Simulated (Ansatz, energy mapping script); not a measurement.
# Spin model of VSe2 monolayer from collinear orders, part 2 of 3

Aim: the exchange couplings of VSe2 monolayer from the energies of a few collinear orders, and the ordering temperature that they give.

r²SCAN with U = 2.08 eV on V d, ortho-atomic projectors; plane waves, U on orthogonalised atomic orbitals unless named otherwise, collinear spin, no spin–orbit coupling.

So far. Step 4 (Order 1: parallel, cell A of 6 atoms): The run ends ferromagnetic.

### Step 5. Order 2: compensated +−, cell A of 6 atoms

This order reverses 4 of the 6 neighbours at 3.35 Å and 4 of the 6 neighbours at 5.81 Å, counted for an average magnetic atom.

input.yaml reads:

```yaml
crystal:
  lattice:
    - [3.354999867, 0.0, 0.0]
    - [-3.354999868, 5.81103023, 0.0]
    - [0.0, 0.0, 18.067]
  atoms:
    - { symbol: V, position: [0.0, 0.0, 0.5], spin: 2.0 }
    - { symbol: V, position: [0.0, 0.5, 0.5], spin: -2.0 }
    - { symbol: Se, position: [0.666666667, 0.166666666, 0.584879] }
    - { symbol: Se, position: [0.666666667, 0.666666667, 0.584879] }
    - { symbol: Se, position: [0.333333333, 0.333333334, 0.415121] }
    - { symbol: Se, position: [0.333333333, 0.833333333, 0.415121] }
magnetization:
  spin_polarized: true
kpoints:
  mp_grid: { grid: [12, 6, 1] }
hamiltonian:
  xc: r2scan
  hubbard:
    sites:
      - { species: V, l: d, u_eff: 2.08 }
      - { site: 0, l: d, u_eff: 2.08, starting_ns: [{ spin: up, occupation_matrix: v1_major }, { spin: down, occupation_matrix: v1_minor }] }
      - { site: 1, l: d, u_eff: 2.08, starting_ns: [{ spin: up, occupation_matrix: v1_minor }, { spin: down, occupation_matrix: v1_major }] }
    projectors: ortho-atomic
    occupation_matrices:
      v1_major:
        matrix:
          - [0.244, 0.003, 0.002, 0.021, 0.037]
          - [0.003, 0.648, 0.013, 0.039, 0.186]
          - [0.002, 0.013, 0.633, 0.141, 0.039]
          - [0.021, 0.039, 0.141, 0.519, 0.152]
          - [0.037, 0.186, 0.039, 0.152, 0.695]
      v1_minor:
        matrix:
          - [0.102, -0.001, 0.0, -0.001, -0.001]
          - [-0.001, 0.27, 0.002, -0.002, -0.115]
          - [0.0, 0.002, 0.268, -0.112, -0.002]
          - [-0.001, -0.002, -0.112, 0.172, -0.006]
          - [-0.001, -0.115, -0.002, -0.006, 0.165]
scf:
  occupations: { method: fermi_dirac, width: 0.04 }
output:
  eigenvalues: true
  write_density: true
  write_potential: true
  elf: true
  volumetric_format: npy
```

Command:

```console
ansatz run input.yaml --threads 4 --pin off --max-ram 8192MiB --backend cpu --events-out ev --progress --plain --runs-dir out
```

Numbers of over 12 decimals in the logs are rounded to 6 here.

Log:

```text
[...]
Crystal: 6 atoms, lattice volume = 352.234 Å³
Basis set: ecut = 500 eV, 8909 PW (Γ), exchange–correlation on 100×200×540 points (64 copies of the dense FFT grid, shifted against one another)
Bands: 57, of which v1, the nominal top of the filled ones, is band 45 counted from 1 (44 counted from 0)
Symmetry: 2 space group operations
k-points: 38 of 72
[...]
Starting moments: Σ|m| = 4 μB on 2 of 6 sites
[...]
SCF iter  32: F=-27747.681903 eV  HF=-27747.681903 eV  |F-HF|=2.43e-8  |Δ(HF+E_count)|=   1.81e-7  Δρ=1.68e-6 (↑1.68e-6 ↓1.68e-6)  dr2=3.21e-9  dr2_τ=2.45e-10  dr2_m=6.59e-9  M=0.000 μB ∫|m|=3.769 μB  ethr=1.28e-11  ⟨swp⟩=1.3  Hψ=6758  notcnv=0
SCF 1 converged in 32 iterations: F = -27747.681903 eV  dr2 = 3.21e-9
[...]
SCF converged after 32 iterations
Magnetization: 0.0000 μB (45.0000 up, 45.0000 down)
Absolute magnetization: 3.7590 μB (∫|ρ↑−ρ↓|, with the PAW one-centre terms)
[...]
Per-site moments (μB) at R_I (Å): [(1.474551, 1.019105), (-1.474551, 1.019105), (-0.043891, 1.019105), (0.043891, 1.019105), (0.043891, 1.019105), (-0.043891, 1.019105)]
Free energy (F): -27747.681903 eV
[...]
Internal energy: -27747.670872 eV  (E = F + TS)
E sigma→0 (E₀):  -27747.676387 eV
Entropy (-TS):   -0.011031 eV (-1.838 meV/atom)
Fermi energy:    -0.286759 eV
[...]
--- Specified on-site occupations, and those of the state reported ---
  electrons in the specified blocks: 7.4320 specified, 7.4746 found
[...]
--- Band table (eV; the first three rows and the last of 76) ---
  k-point 0 ↑: bands = [... 41 lower, -1.5268, -1.1331, -1.0250, 0.5207, 0.8023, 0.8115, 1.4201, 2.5517, ... 8 higher]
  k-point 1 ↑: bands = [... 41 lower, -1.4059, -1.3954, -0.8214, 0.0428, 0.7209, 0.8322, 1.4209, 2.6541, ... 8 higher]
  k-point 2 ↑: bands = [... 41 lower, -1.7444, -1.2692, -0.7157, -0.6220, 0.5517, 0.9061, 1.4131, 2.6775, ... 8 higher]
  k-point 37 ↓: bands = [... 41 lower, -2.8303, -2.2867, -2.1010, -0.8394, -0.2609, 1.4487, 2.1808, 2.4041, ... 8 higher]
Occupation matrices written to <dir>
```

Run time: 82 s. Hardware: 4 threads of Arm Neoverse V2, shared host; peak memory 3.2 GiB.

Spin moment in the sphere by atom:

| atom | spin moment in the sphere (μB) |
| --- | --- |
| V1 | 1.47 |
| V2 | -1.47 |
| Se3 | -0.04 |
| Se4 | 0.04 |
| Se5 | 0.04 |
| Se6 | -0.04 |

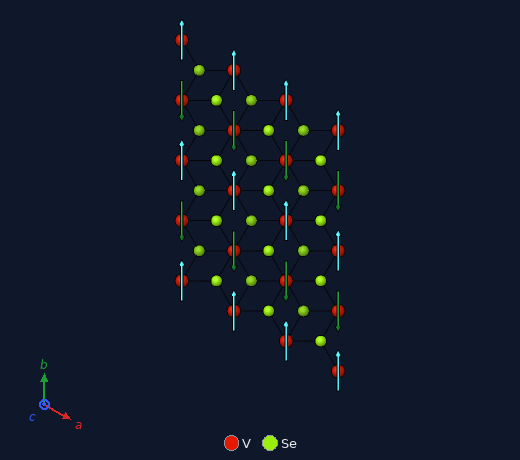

Spin moment in the sphere as arrows, the longest 1.47 μB. Up and down stand for the sign. Arrows give size and sign along the axis of quantisation, drawn up and down the page. The two directions have two colours. 3×2×1 cells are drawn. Some periodic images of atoms are drawn too.

The run ends antiferromagnetic, 6.59 meV a magnetic atom below the parallel order of its cell (energies taken at zero occupation width, not the printed F).

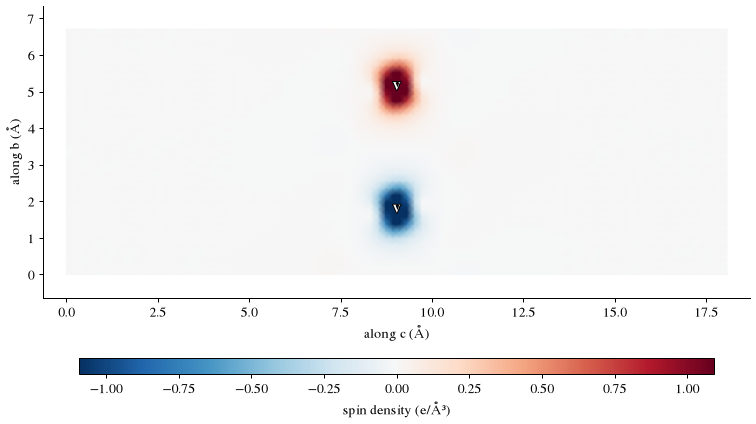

Spin density in the cb plane at fractional x = 0.000, with atoms of V within 0.2 Å of it. The map starts off the cell's origin, so that atoms lie inside it.

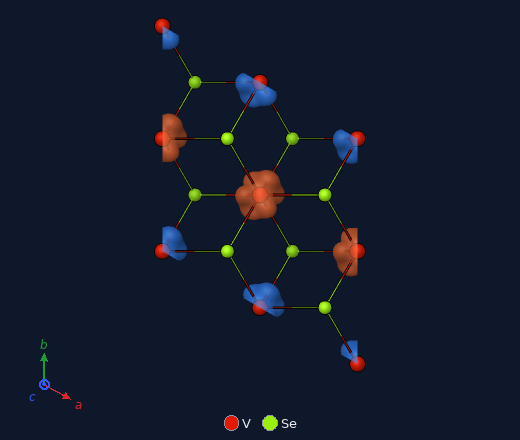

Surfaces of spin density = ±0.39 e/Å³, which hold about 50 % of the integral of its size. The two colours are the two signs. 2×1×1 cells are drawn.

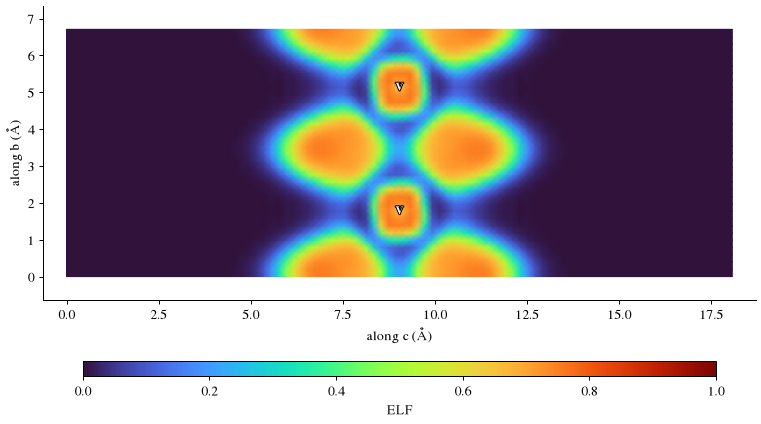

ELF in the cb plane at fractional x = 0.000, with atoms of V within 0.2 Å of it. It is the smooth field of the valence electrons, not physical close to the nuclei. The map starts off the cell's origin, so that atoms lie inside it.

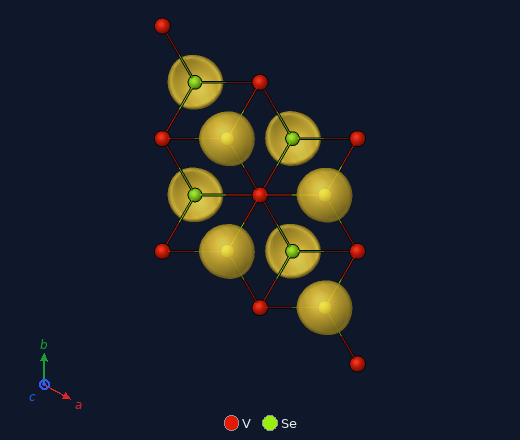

Surface of ELF = 0.81. 2×1×1 cells are drawn.

### Step 6. Parallel start in cell B (9 atoms)

A new cell needs its own zero of energy.

input.yaml reads:

```yaml
crystal:
  lattice:
    - [3.354999867, 0.0, 0.0]
    - [-5.032499802, 8.716545345, 0.0]
    - [0.0, 0.0, 18.067]
  atoms:
    - { symbol: V, position: [0.0, 0.0, 0.5], spin: 2.0 }
    - { symbol: V, position: [0.0, 0.333333333, 0.5], spin: 2.0 }
    - { symbol: V, position: [0.0, 0.666666667, 0.5], spin: 2.0 }
    - { symbol: Se, position: [0.666666667, 0.111111111, 0.584879] }
    - { symbol: Se, position: [0.666666667, 0.444444444, 0.584879] }
    - { symbol: Se, position: [0.666666667, 0.777777778, 0.584879] }
    - { symbol: Se, position: [0.333333333, 0.222222222, 0.415121] }
    - { symbol: Se, position: [0.333333333, 0.555555556, 0.415121] }
    - { symbol: Se, position: [0.333333333, 0.888888889, 0.415121] }
magnetization:
  spin_polarized: true
kpoints:
  mp_grid: { grid: [12, 4, 1] }
hamiltonian:
  xc: r2scan
  hubbard:
    sites:
      - { species: V, l: d, u_eff: 2.08 }
      - { site: 0, l: d, u_eff: 2.08, starting_ns: [{ spin: up, occupation_matrix: v1_major }, { spin: down, occupation_matrix: v1_minor }] }
      - { site: 1, l: d, u_eff: 2.08, starting_ns: [{ spin: up, occupation_matrix: v1_major }, { spin: down, occupation_matrix: v1_minor }] }
      - { site: 2, l: d, u_eff: 2.08, starting_ns: [{ spin: up, occupation_matrix: v1_major }, { spin: down, occupation_matrix: v1_minor }] }
    projectors: ortho-atomic
    occupation_matrices:
      v1_major:
        matrix:
          - [0.244, 0.003, 0.002, 0.021, 0.037]
          - [0.003, 0.648, 0.013, 0.039, 0.186]
          - [0.002, 0.013, 0.633, 0.141, 0.039]
          - [0.021, 0.039, 0.141, 0.519, 0.152]
          - [0.037, 0.186, 0.039, 0.152, 0.695]
      v1_minor:
        matrix:
          - [0.102, -0.001, 0.0, -0.001, -0.001]
          - [-0.001, 0.27, 0.002, -0.002, -0.115]
          - [0.0, 0.002, 0.268, -0.112, -0.002]
          - [-0.001, -0.002, -0.112, 0.172, -0.006]
          - [-0.001, -0.115, -0.002, -0.006, 0.165]
scf:
  occupations: { method: fermi_dirac, width: 0.04 }
output:
  eigenvalues: true
```

Log:

```text
[...]
Crystal: 9 atoms, lattice volume = 528.352 Å³
Basis set: ecut = 500 eV, 13381 PW (Γ), exchange–correlation on 100×300×540 points (64 copies of the dense FFT grid, shifted against one another)
Bands: 85, of which v1, the nominal top of the filled ones, is band 68 counted from 1 (67 counted from 0)
Symmetry: 6 space group operations
k-points: 26 of 48
[...]
k-point 1 ↑: bands = [... 64 lower, -1.4548, -1.3553, -1.1931, -0.9663, -0.3372, 0.0480, 0.5353, 0.9152, ... 13 higher]
  k-point 2 ↑: bands = [... 64 lower, -1.1881, -1.1881, -0.9781, -0.6762, -0.5680, -0.5680, 0.8212, 0.8212, ... 13 higher]
  k-point 25 ↓: bands = [... 64 lower, -2.1388, -1.2128, 1.0216, 2.0314, 2.0314, 2.7169, 2.7169, 3.0628, ... 13 higher]
Occupation matrices written to <dir>
[key lines of the parts left out:]
SCF converged after 21 iterations
Magnetization: 3.7040 μB (69.3520 up, 65.6480 down)
Free energy (F): -41621.502365 eV
Fermi energy:    -0.151175 eV
```

The job ended after 2.2 min (4 threads; peak memory 4.2 GiB; 8.7 min of CPU time).

The run ends ferromagnetic. For each magnetic atom its energy differs from the parallel run of the first cell by 0.00 meV, an error that one common reference would have brought in.

### Step 7. Run 4 (uncompensated ++−; cell B, 9 atoms)

This order reverses 2.67 of the 6 neighbours at 3.35 Å and 4 of the 6 neighbours at 5.81 Å, counted for an average magnetic atom.

input.yaml, as its differences from that of step 6:

```diff
@@ -8,3 +8,3 @@
     - { symbol: V, position: [0.0, 0.333333333, 0.5], spin: 2.0 }
-    - { symbol: V, position: [0.0, 0.666666667, 0.5], spin: 2.0 }
+    - { symbol: V, position: [0.0, 0.666666667, 0.5], spin: -2.0 }
     - { symbol: Se, position: [0.666666667, 0.111111111, 0.584879] }
@@ -26,3 +26,3 @@
       - { site: 1, l: d, u_eff: 2.08, starting_ns: [{ spin: up, occupation_matrix: v1_major }, { spin: down, occupation_matrix: v1_minor }] }
-      - { site: 2, l: d, u_eff: 2.08, starting_ns: [{ spin: up, occupation_matrix: v1_major }, { spin: down, occupation_matrix: v1_minor }] }
+      - { site: 2, l: d, u_eff: 2.08, starting_ns: [{ spin: up, occupation_matrix: v1_minor }, { spin: down, occupation_matrix: v1_major }] }
     projectors: ortho-atomic
```

Log:

```text
[...]
Crystal: 9 atoms, lattice volume = 528.352 Å³
Basis set: ecut = 500 eV, 13381 PW (Γ), exchange–correlation on 100×300×540 points (64 copies of the dense FFT grid, shifted against one another)
Bands: 85, of which v1, the nominal top of the filled ones, is band 68 counted from 1 (67 counted from 0)
Symmetry: 2 space group operations
k-points: 26 of 48
[...]
k-point 1 ↑: bands = [... 64 lower, -1.3534, -1.1139, -0.7416, 0.0445, 0.2739, 0.8137, 0.8870, 1.0480, ... 13 higher]
  k-point 2 ↑: bands = [... 64 lower, -1.1939, -1.0859, -0.8645, -0.5256, 0.4697, 0.7000, 0.9059, 1.0041, ... 13 higher]
  k-point 25 ↓: bands = [... 64 lower, -2.1252, -1.1612, -0.9001, -0.2628, 1.0529, 1.8545, 2.0044, 2.3595, ... 13 higher]
Occupation matrices written to <dir>
[key lines of the parts left out:]
SCF converged after 39 iterations
Magnetization: 1.2729 μB (68.1364 up, 66.8636 down)
Free energy (F): -41621.423513 eV
Fermi energy:    -0.199646 eV
```

The job ended after 3.8 min (4 threads; peak memory 4.3 GiB).

The run ends ferrimagnetic, 26.11 meV a magnetic atom above the parallel order of its cell (energies taken at zero occupation width, not the printed F).

### Step 8. Parallel start in cell C (9 atoms)

A new cell needs its own zero of energy.

This run holds the same structure in another cell (a 3.355 → 5.811 Å, γ 120.0 → 30.0°).

input.yaml reads:

```yaml
crystal:
  lattice:
    - [-1.0e-09, 5.81103023, 0.0]
    - [-5.032499802, 8.716545345, 0.0]
    - [0.0, 0.0, 18.067]
  atoms:
    - { symbol: V, position: [0.0, 0.0, 0.5], spin: 2.0 }
    - { symbol: V, position: [0.0, 0.333333333, 0.5], spin: 2.0 }
    - { symbol: V, position: [0.0, 0.666666667, 0.5], spin: 2.0 }
    - { symbol: Se, position: [0.666666667, 0.666666666, 0.584879] }
    - { symbol: Se, position: [0.666666667, 0.0, 0.584879] }
    - { symbol: Se, position: [0.666666667, 0.333333333, 0.584879] }
    - { symbol: Se, position: [0.333333333, 0.0, 0.415121] }
    - { symbol: Se, position: [0.333333333, 0.333333334, 0.415121] }
    - { symbol: Se, position: [0.333333333, 0.666666667, 0.415121] }
magnetization:
  spin_polarized: true
kpoints:
  mp_grid: { grid: [12, 12, 1] }
hamiltonian:
  xc: r2scan
  hubbard:
    sites:
      - { species: V, l: d, u_eff: 2.08 }
      - { site: 0, l: d, u_eff: 2.08, starting_ns: [{ spin: up, occupation_matrix: v1_major }, { spin: down, occupation_matrix: v1_minor }] }
      - { site: 1, l: d, u_eff: 2.08, starting_ns: [{ spin: up, occupation_matrix: v1_major }, { spin: down, occupation_matrix: v1_minor }] }
      - { site: 2, l: d, u_eff: 2.08, starting_ns: [{ spin: up, occupation_matrix: v1_major }, { spin: down, occupation_matrix: v1_minor }] }
    projectors: ortho-atomic
    occupation_matrices:
      v1_major:
        matrix:
          - [0.244, 0.003, 0.002, 0.021, 0.037]
          - [0.003, 0.648, 0.013, 0.039, 0.186]
          - [0.002, 0.013, 0.633, 0.141, 0.039]
          - [0.021, 0.039, 0.141, 0.519, 0.152]
          - [0.037, 0.186, 0.039, 0.152, 0.695]
      v1_minor:
        matrix:
          - [0.102, -0.001, 0.0, -0.001, -0.001]
          - [-0.001, 0.27, 0.002, -0.002, -0.115]
          - [0.0, 0.002, 0.268, -0.112, -0.002]
          - [-0.001, -0.002, -0.112, 0.172, -0.006]
          - [-0.001, -0.115, -0.002, -0.006, 0.165]
scf:
  occupations: { method: fermi_dirac, width: 0.04 }
output:
  eigenvalues: true
```

Log:

```text
[...]
Crystal: 9 atoms, lattice volume = 528.352 Å³
Basis set: ecut = 500 eV, 13481 PW (Γ), exchange–correlation on 180×300×540 points (64 copies of the dense FFT grid, shifted against one another)
Bands: 85, of which v1, the nominal top of the filled ones, is band 68 counted from 1 (67 counted from 0)
Symmetry: 6 space group operations
k-points: 74 of 144
[...]
k-point 1 ↑: bands = [... 64 lower, -1.6498, -1.4872, -0.7846, -0.7495, 0.0895, 0.1210, 0.2309, 0.8903, ... 13 higher]
  k-point 2 ↑: bands = [... 64 lower, -1.5918, -1.3960, -0.7923, -0.7046, -0.0687, -0.0001, 0.0893, 0.9355, ... 13 higher]
  k-point 73 ↓: bands = [... 64 lower, -1.2715, -1.2152, 1.0140, 1.9322, 1.9322, 2.6765, 2.6765, 3.0092, ... 13 higher]
Occupation matrices written to <dir>
[key lines of the parts left out:]
SCF converged after 22 iterations
Magnetization: 3.6552 μB (69.3276 up, 65.6724 down)
Free energy (F): -41621.509356 eV
Fermi energy:    -0.152831 eV
```

Wall time 6.1 min (4 threads); peak memory 7.3 GiB.

The run ends ferromagnetic. For each magnetic atom its energy differs from the parallel run of the first cell by -2.80 meV, an error that one common reference would have brought in.

### Step 9. Run 6 (uncompensated ++−; cell C, 9 atoms)

Reversing part of the moments probes the couplings between the two sets.

input.yaml, as its differences from that of step 8:

```diff
@@ -8,3 +8,3 @@
     - { symbol: V, position: [0.0, 0.333333333, 0.5], spin: 2.0 }
-    - { symbol: V, position: [0.0, 0.666666667, 0.5], spin: 2.0 }
+    - { symbol: V, position: [0.0, 0.666666667, 0.5], spin: -2.0 }
     - { symbol: Se, position: [0.666666667, 0.666666666, 0.584879] }
@@ -26,3 +26,3 @@
       - { site: 1, l: d, u_eff: 2.08, starting_ns: [{ spin: up, occupation_matrix: v1_major }, { spin: down, occupation_matrix: v1_minor }] }
-      - { site: 2, l: d, u_eff: 2.08, starting_ns: [{ spin: up, occupation_matrix: v1_major }, { spin: down, occupation_matrix: v1_minor }] }
+      - { site: 2, l: d, u_eff: 2.08, starting_ns: [{ spin: up, occupation_matrix: v1_minor }, { spin: down, occupation_matrix: v1_major }] }
     projectors: ortho-atomic
```

Log:

```text
[...]
SCF iter  48: F=—  HF=-41621.485069 eV  |F-HF|=—  |Δ(HF+E_count)|=   3.24e-5  Δρ=1.58e-5 (↑1.58e-5 ↓8.37e-6)  dr2=1.05e-6  dr2_τ=2.06e-8  dr2_m=9.43e-8  M=1.167 μB ∫|m|=5.620 μB  β_m=1.20  ethr=5.17e-10  ⟨swp⟩=3.5  Hψ=29563  notcnv=0  defer=1179  κ⁻¹=1.2e-3(r=8)
SCF iter  49: F=—  HF=-41621.485119 eV  |F-HF|=—  |Δ(HF+E_count)|=   4.97e-5  Δρ=1.53e-5 (↑1.53e-5 ↓8.11e-6)  dr2=6.83e-7  dr2_τ=1.88e-8  dr2_m=7.76e-8  M=1.172 μB ∫|m|=5.627 μB  β_m=1.20  ethr=5.17e-10  ⟨swp⟩=3.5  Hψ=33056  notcnv=0  defer=1180  κ⁻¹=5.2e-4(r=8)
Error: SIGTERM received: cancelled by the caller after 49 completed SCF iterations
```

The job ended after 12 min (4 threads; peak memory 7.3 GiB).

The run was stopped unfinished when the time set aside for it ran out, so what it printed is not taken as a result.

### Step 10. Parallel start in cell D (12 atoms)

The parallel order again, as the reference for this cell.

input.yaml reads:

```yaml
crystal:
  lattice:
    - [-1.0e-09, 5.81103023, 0.0]
    - [-6.709999736, 11.62206046, 0.0]
    - [0.0, 0.0, 18.067]
  atoms:
    - { symbol: V, position: [0.0, 0.0, 0.5], spin: 2.0 }
    - { symbol: V, position: [0.0, 0.25, 0.5], spin: 2.0 }
    - { symbol: V, position: [0.0, 0.5, 0.5], spin: 2.0 }
    - { symbol: V, position: [0.0, 0.75, 0.5], spin: 2.0 }
    - { symbol: Se, position: [0.666666667, 0.75, 0.584879] }
    - { symbol: Se, position: [0.666666667, 0.0, 0.584879] }
    - { symbol: Se, position: [0.666666667, 0.25, 0.584879] }
    - { symbol: Se, position: [0.666666667, 0.5, 0.584879] }
    - { symbol: Se, position: [0.333333333, 0.0, 0.415121] }
    - { symbol: Se, position: [0.333333333, 0.25, 0.415121] }
    - { symbol: Se, position: [0.333333333, 0.5, 0.415121] }
    - { symbol: Se, position: [0.333333333, 0.75, 0.415121] }
magnetization:
  spin_polarized: true
kpoints:
  mp_grid: { grid: [12, 6, 1] }
hamiltonian:
  xc: r2scan
  hubbard:
    sites:
      - { species: V, l: d, u_eff: 2.08 }
      - { site: 0, l: d, u_eff: 2.08, starting_ns: [{ spin: up, occupation_matrix: v1_major }, { spin: down, occupation_matrix: v1_minor }] }
      - { site: 1, l: d, u_eff: 2.08, starting_ns: [{ spin: up, occupation_matrix: v1_major }, { spin: down, occupation_matrix: v1_minor }] }
      - { site: 2, l: d, u_eff: 2.08, starting_ns: [{ spin: up, occupation_matrix: v1_major }, { spin: down, occupation_matrix: v1_minor }] }
      - { site: 3, l: d, u_eff: 2.08, starting_ns: [{ spin: up, occupation_matrix: v1_major }, { spin: down, occupation_matrix: v1_minor }] }
    projectors: ortho-atomic
    occupation_matrices:
      v1_major:
        matrix:
          - [0.244, 0.003, 0.002, 0.021, 0.037]
          - [0.003, 0.648, 0.013, 0.039, 0.186]
          - [0.002, 0.013, 0.633, 0.141, 0.039]
          - [0.021, 0.039, 0.141, 0.519, 0.152]
          - [0.037, 0.186, 0.039, 0.152, 0.695]
      v1_minor:
        matrix:
          - [0.102, -0.001, 0.0, -0.001, -0.001]
          - [-0.001, 0.27, 0.002, -0.002, -0.115]
          - [0.0, 0.002, 0.268, -0.112, -0.002]
          - [-0.001, -0.002, -0.112, 0.172, -0.006]
          - [-0.001, -0.115, -0.002, -0.006, 0.165]
scf:
  occupations: { method: fermi_dirac, width: 0.04 }
output:
  eigenvalues: true
```

Log:

```text
[...]
k-point 1 ↑: bands = [... 86 lower, -1.5482, -1.5159, -0.9398, -0.7513, -0.7323, -0.4054, 0.0979, 0.0988, ... 19 higher]
  k-point 2 ↑: bands = [... 86 lower, -1.3956, -1.1903, -0.8677, -0.8311, -0.7780, -0.4586, -0.1283, 0.1211, ... 19 higher]
  k-point 37 ↓: bands = [... 86 lower, -1.5276, -1.5276, 1.8072, 1.8072, 1.9272, 1.9272, 2.5628, 2.5628, ... 19 higher]
Occupation matrices written to <dir>
[key lines of the parts left out:]
SCF converged after 27 iterations
Magnetization: 4.9382 μB (92.4691 up, 87.5309 down)
Free energy (F): -55495.342971 eV
Fermi energy:    -0.155431 eV
```

The job ended after 8 min (4 threads; peak memory 7.2 GiB; 31 min of CPU time).

The run ends ferromagnetic. For each magnetic atom its energy differs from the parallel run of the first cell by -1.85 meV, an error that one common reference would have brought in.

(Continued in part 3 of 3.)

[Logs and program files are shortened in this print: banners, set-up blocks, solver, clock and traceback lines can be left out without a mark of their own.]

[Logs are printed without paths, hosts, clocks, repeated set-up lines and the standing remarks that a program may print on its own settings, such as how far it seeks lower states.]

[Hosts, paths, dates, database ids (printed as entryN), source tags and the programs' standing remarks are cut or masked in the printed files.]

[Where a cell is said to come from a database of computed structures, the database is the Materials Project.]
